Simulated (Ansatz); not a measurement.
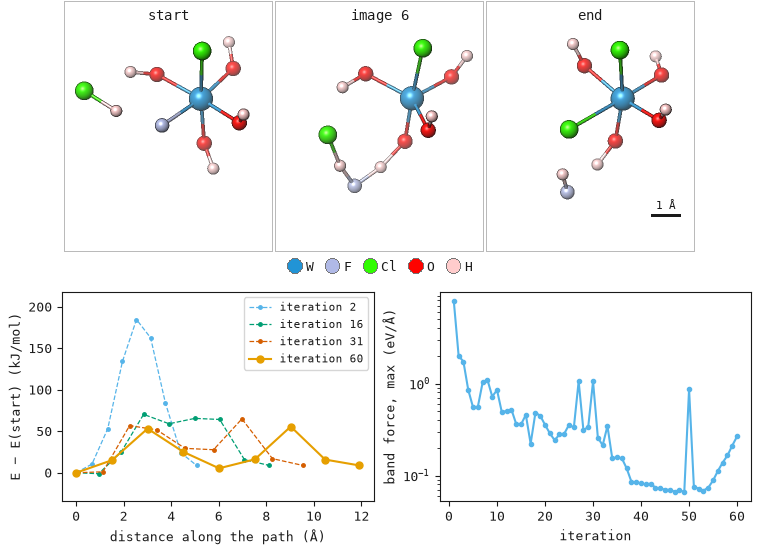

A nudged-elastic-band calculation for WH5O4Cl2F. Images are numbered from 0 (start) to 8 (end). The plot follows the band through its iterations. Style: ball-and-stick. Shown at a tilt.

Theory: RKS PBE/def2-SVP (Ansatz).

Input
```yaml
crystal:
  periodic: [false, false, false]
  atoms:
    - { symbol: W, position_ang: [-0.156578, -0.078938, -0.224869] }
    - { symbol: F, position_ang: [0.194433, 0.310024, 1.68053] }
    - { symbol: Cl, position_ang: [2.189691, -0.549158, -0.367561] }
    - { symbol: O, position_ang: [0.224985, 1.751081, -0.429838] }
    - { symbol: H, position_ang: [0.710445, 2.36857, 0.180698] }
    - { symbol: O, position_ang: [-2.00731, -0.028155, 0.131712] }
    - { symbol: H, position_ang: [-2.481857, -0.643536, 0.72448] }
    - { symbol: O, position_ang: [-0.239544, -1.924919, 0.27846] }
    - { symbol: H, position_ang: [0.563939, -2.419289, 0.531379] }
    - { symbol: O, position_ang: [-0.357017, -0.258741, -2.085102] }
    - { symbol: H, position_ang: [0.100476, 0.233844, -2.791545] }
    - { symbol: Cl, position_ang: [1.431135, 2.943156, 2.145462] }
    - { symbol: H, position_ang: [0.917202, 1.714462, 2.202894] }
basis:
  gaussian: { orbitals: def2-SVP }
hamiltonian:
  xc: pbe
neb:
  order_check: false
  images: 7
  f_tol: 0.05
  max_iterations: 60
  initial_path: linear
  final_atoms:
    - { symbol: W, position_ang: [0.20867481, 0.03752696, -0.30807875] }
    - { symbol: F, position_ang: [-1.62874916, 1.06870848, 2.84239476] }
    - { symbol: Cl, position_ang: [2.57962984, -0.14713973, -0.8022205] }
    - { symbol: O, position_ang: [0.50897062, 1.79505578, -0.95556576] }
    - { symbol: H, position_ang: [1.40188531, 2.13989998, -1.15561331] }
    - { symbol: O, position_ang: [-1.43698306, 0.31167262, 0.47161355] }
    - { symbol: H, position_ang: [-1.71589743, 0.61516364, 1.408947] }
    - { symbol: O, position_ang: [0.47648345, -1.73700821, 0.25582468] }
    - { symbol: H, position_ang: [1.34227909, -2.19260972, 0.25364423] }
    - { symbol: O, position_ang: [-0.44677171, -0.50934525, -1.99657807] }
    - { symbol: H, position_ang: [-0.60666299, 0.11960131, -2.72781864] }
    - { symbol: Cl, position_ang: [1.05202406, 0.84656423, 1.9268416] }
    - { symbol: H, position_ang: [-0.64488284, 1.07031089, 2.7633092] }
```

Run as
```bash
ansatz run input.yaml --threads 4 --pin off --max-ram 5120MiB --backend cpu --events-out ev --progress --plain --runs-dir out
```

> How did the profile develop, and is the result final?

The result isn't final. The band hadn't converged when the run stopped after 60 iterations. The largest component of the band force went from 7.8 to 0.27 eV/Å. The barrier read from it is provisional: over the last two iterations the highest image moved from 57.9 kJ/mol to 55.6 kJ/mol. The straight starting path can push atoms close together and costs iterations. The first iteration put the highest image at 368.8 kJ/mol. The energy climbs by 55.6 kJ/mol to image 6 and then falls by 46.9 kJ/mol, so the end point sits at +8.8 kJ/mol. The profile has 2 maxima (images 2, 6) with a dip at image 4 (+5.3 kJ/mol), which on an unconverged band is provisional.

The run took 21 min on 4 threads of Arm Neoverse V1, on a shared host, peak memory 0.27 GiB.
